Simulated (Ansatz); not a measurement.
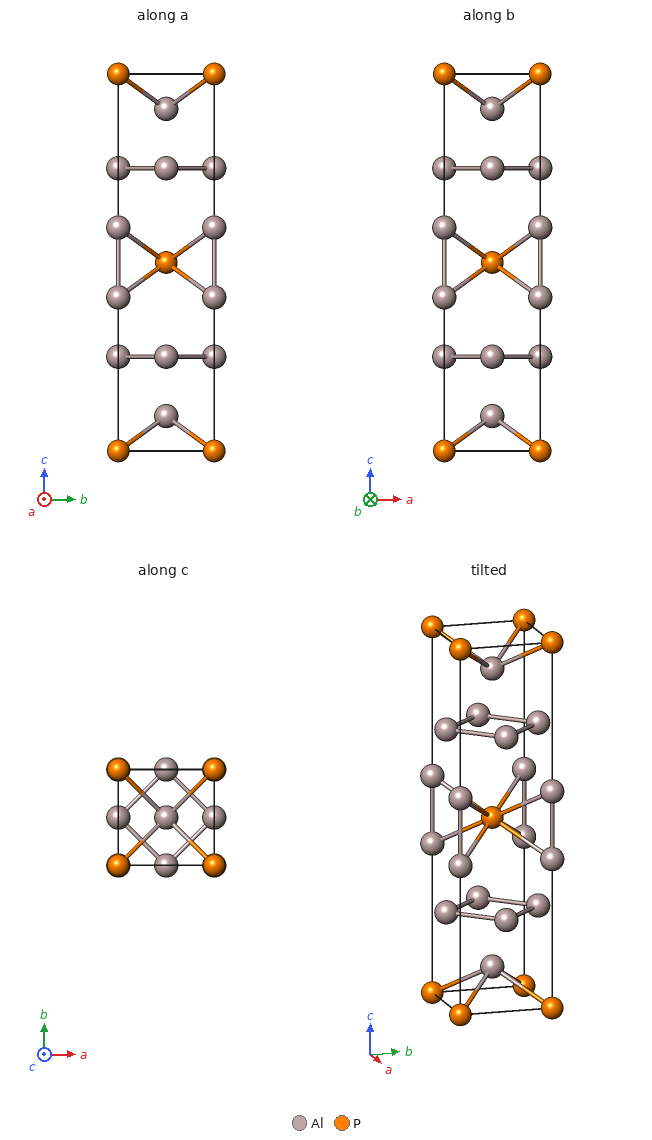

Structure drawing (ball-and-stick), viewed along the a axis, along the b axis, along the c axis and slightly off an axis. Lines trace the edges of the conventional unit cell.

Lattice parameters: a = 3.584 Å, b = 3.584 Å, c = 14.084 Å, α = 90.00°, β = 90.00°, γ = 90.00°.

Question: Write down what is shown as a table of Wyckoff sites, with free fractional coordinates to two decimals.

Answer: Space group I4/mmm (No. 139).
| atom | site | x | y | z |
| --- | --- | --- | --- | --- |
| Al | 4d | 0.00 | 0.50 | 0.25 |
| Al | 4e | 0.50 | 0.50 | 0.09 |
| P | 2a | 0.00 | 0.00 | 0.00 |

The cell started as a structure type filled with these elements by a generator (whether the compound takes this form wasn't checked). The structure drawn was relaxed with DFT PBE, scalar-relativistic, plane waves, PAW in Ansatz.
